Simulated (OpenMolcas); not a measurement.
# Mo²⁺ among point charges: CASSCF and CASPT2 levels and susceptibility

Aim: the splitting of the states of Mo²⁺ in the field of 6 point charges, its lowest levels with spin-orbit coupling and its magnetic susceptibility.

The numbers are computed with OpenMolcas 26.06 (state-averaged CASSCF and CASPT2, spin-orbit coupling by RASSI with atomic mean-field integrals), except any that are marked as measured or tabulated.

**1. What is computed**

```
Species                           : Mo²⁺ (molybdenum, Z = 42, 40 electrons)
Basis                             : ANO-RCC-VDZP [6s5p3d1f], 43 functions
Scalar Hamiltonian                : DKH2, point nucleus
Inactive shells                   : 1s 2s 2p 3s 3p 3d 4s 4p
Active space                      : 4 electrons in 5 orbitals (4d)
Some configurations of this space : 4d4
Orbitals                          : optimised for each spin and parity, averaged over all roots
```

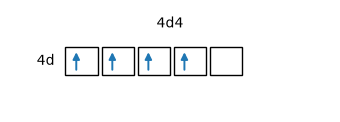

Occupation of the outer shells (arrows by Hund's rule).

The ion sits among 6 point charges of -0.85 e arranged as an octahedron (Oh), 2.16 Å from the ion.

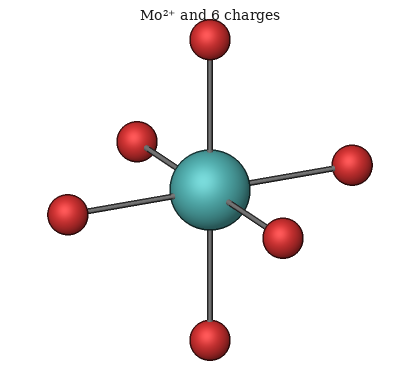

The ion and the point charges (red).

Each step is its own input file, run in one work folder so that later steps find the files of earlier ones. Labels, J, g values, rates, χT and fits are worked out afterwards by a script from the matrices that RASSI stores. The input lists half of the charges; inversion (Group=XYZ) makes the rest.

**2. Basis and integrals**

Contents of a.inp:

```
&GATEWAY
Coord
1

Mo 0.0 0.0 0.0
Basis=ANO-RCC-VDZP
Group=XYZ
NoMove
AngMom=0.0 0.0 0.0
AMFI
XField
3 Angstrom 0
2.160000 0.000000 0.000000 -0.850000
0.000000 2.160000 0.000000 -0.850000
0.000000 0.000000 2.160000 -0.850000
&SEWARD
```

Command:

```sh
OMP_NUM_THREADS=1 MOLCAS_MEM=1689 MOLCAS_PROJECT=a pymolcas a.inp > a.log
```

**3. Reference wave functions, quintets of even parity, 5 roots**

Contents of a.inp:

```
&RASSCF
FileOrb=start.orb
Symmetry=1
Spin=5
nActEl=4 0 0
Inactive=9 9
Ras2=5 0
CIRoot=5 5 1
SDav=5
CIMx=300
Iter=120 100
PrWF=0.3
OrbListing=Nothing
MaxOrb=0
>>> COPY $Project.JobIph JOB001
```

start.orb holds the contracted functions of the basis, ordered by shell, or the orbitals of the step before.

**4. CASSCF: triplets of even parity, 45 roots**

Contents of a.inp:

```
&RASSCF
FileOrb=start.orb
Symmetry=1
Spin=3
nActEl=4 0 0
Inactive=9 9
Ras2=5 0
CIRoot=45 45 1
SDav=45
CIMx=300
Iter=120 100
PrWF=0.3
OrbListing=Nothing
MaxOrb=0
>>> COPY $Project.JobIph JOB002
```

**5. CASSCF: singlets of even parity, 50 roots**

Contents of a.inp:

```
&RASSCF
FileOrb=start.orb
Symmetry=1
Spin=1
nActEl=4 0 0
Inactive=9 9
Ras2=5 0
CIRoot=50 50 1
SDav=50
CIMx=300
Iter=120 100
PrWF=0.3
OrbListing=Nothing
MaxOrb=0
>>> COPY $Project.JobIph JOB003
```

**6. RASSI: spin-orbit coupling between the states**

Contents of a.inp:

```
&RASSI
NrOfJobIphs=3 5 45 50
1 2 3 4 5
1 2 3 4 5 6 7 8 9 10 11 12 13 14 15 16 17 18 19 20 21 22 23 24 25 26 27
28 29 30 31 32 33 34 35 36 37 38 39 40 41 42 43 44 45
1 2 3 4 5 6 7 8 9 10 11 12 13 14 15 16 17 18 19 20 21 22 23 24 25 26 27
28 29 30 31 32 33 34 35 36 37 38 39 40 41 42 43 44 45 46 47 48 49 50
IphNames
JOB001
JOB002
JOB003
EJob
SpinOrbit
DIPRint=1.0
SOCoupling=1000.0
Subsets=2
Property=9
'ANGMOM' 1 'ANGMOM' 2 'ANGMOM' 3 'MLTPL  1' 1 'MLTPL  1' 2 'MLTPL  1' 3
'AMFI' 1 'AMFI' 2 'AMFI' 3
SOProperty=3
'ANGMOM' 1 'ANGMOM' 2 'ANGMOM' 3
```

**7. CASPT2: IPEA 0.25, imaginary shift 0.1 (closed shells correlated: 4s 4p)**

Contents of a.inp:

```
>>> COPY JOB001 $Project.JobIph
&CASPT2
Multistate=5 1 2 3 4 5
NoMult
Frozen=8 6
IPEA=0.25
Imaginary=0.1
MaxIter=60
WThr=0.0 0.3 0.05
PrWF=0.5
NoMix
>>> COPY JOB002 $Project.JobIph
&CASPT2
Multistate=45 1 2 3 4 5 6 7 8 9 10 11 12 13 14 15 16 17 18 19 20 21 22
23 24 25 26 27 28 29 30 31 32 33 34 35 36 37 38 39 40 41 42 43 44 45
NoMult
Frozen=8 6
IPEA=0.25
Imaginary=0.1
MaxIter=60
WThr=0.0 0.3 0.05
PrWF=0.5
NoMix
>>> COPY JOB003 $Project.JobIph
&CASPT2
Multistate=50 1 2 3 4 5 6 7 8 9 10 11 12 13 14 15 16 17 18 19 20 21 22
23 24 25 26 27 28 29 30 31 32 33 34 35 36 37 38 39 40 41 42 43 44 45 46
47 48 49 50
NoMult
Frozen=8 6
IPEA=0.25
Imaginary=0.1
MaxIter=60
WThr=0.0 0.3 0.05
PrWF=0.5
NoMix
```

(Steps that only read results are left out.)

**Question.** What will these runs give? Wanted: spin-free ground state; first state of the same spin within the active space; lowest level; next level.

As calculated:

| quantity | value |
| --- | --- |
| method | SS-CASPT2, IPEA 0.25, imaginary shift 0.1 (closed shells correlated: 4s 4p) |
| spin-free ground state | 5E, 2-fold in its orbital part |
| first state of the same spin within the active space | 5T2 at 6100 cm⁻¹ |
| lowest level | 1-fold A1 |
| next level | 83.2 cm⁻¹ |
| χT at 300 K | 2.59 cm³ K/mol |
| effective moment at 300 K | 4.55 μB |

Cost by method:

```
                                              method  time of its own steps  time with the reference
                                           A. CASSCF                   23 s                     23 s
B. SS-CASPT2, IPEA 0.25, imaginary shift 0.1, +4s 4p                  7.2 s                     30 s
```

Times are of one thread on a shared host.

**Reading.** The spin-free ground state (5E) comes to 100 % from free-ion D terms and keeps the highest spin of the shell. χT at 300 K is 2.59, against 3.01 cm³ K/mol for the spin alone, so spin-orbit coupling lowers it. An active space of the d shell alone favours high spin; real ions in strong fields can be low spin. A ligand-field fit to the states below 45000 cm-1 gives 10Dq = 6273 cm-1, B = 591 cm-1 and C = 2661 cm-1 (C/B = 4.50), with a deviation of 516 cm-1. CASPT2 does not keep the components of a term degenerate, and the means are used. An orbital doublet at a regular site is open to a Jahn-Teller distortion, which this geometry leaves out. The field of point charges can differ much from that of real complexes. With metal d orbitals alone active, the gaps between spin states are rough; where two lie within a few thousand cm-1, their order is open. Point charges carry no covalency, so the field is a model and not that of real ligands.
